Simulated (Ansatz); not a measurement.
Electronic density of states of amorphous Si12B24N40, density 2.10 g/cm³, on a 2×2×2 Γ-centred mesh with a Gaussian width of 0.1 eV; energies count from the Fermi level, whose place inside the gap is arbitrary. Cell and mesh are small, so fine structure isn't converged. The numbers are results of PBE, scalar-relativistic without spin-orbit coupling (plane waves to 420 eV, PAW; Ansatz, a quantum-chemistry and plane-wave program), not measurements. Sampling: a 2×2×2 Γ-centred mesh; Fermi-Dirac width 0.02 eV; no spin polarisation. At PBE the levels at both edges of the gap are localised (band-tail or defect states), and the nearest spread-out levels lie 3.5 eV apart at the zone centre.

It comes from a melt-quench run on a machine-learned potential (CHGNet), relaxed afterwards by DFT. N atoms were pushed apart under 1.9 Å during the dynamics, to hinder bonds among them. The hot cell started wider than the set density and was brought back towards it in steps. It is the lowest in DFT energy of 2 quenches. It is a model cell: composition and starting density were chosen by hand, and all elements were melted together. No dispersion term was used. Its density started from a set value of 2.10 and ended at 2.10 g/cm³. Cooling (nominally 760 K/ps over its main leg) ran many orders faster than in experiment, which tends to leave more defects and strain. Values belong to this one cell and scatter from quench to quench. The volume was held where the preparation left it and the shape relaxed, at a PBE pressure of -1.2 GPa (tension). Stress components on the final sampling reach 1.2 GPa.

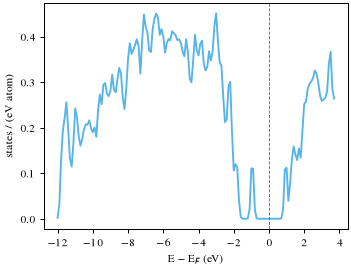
Figure. Density of states per atom

The gap between localised states on this mesh is 1.86 eV; the broadening fills part of it in the curve.
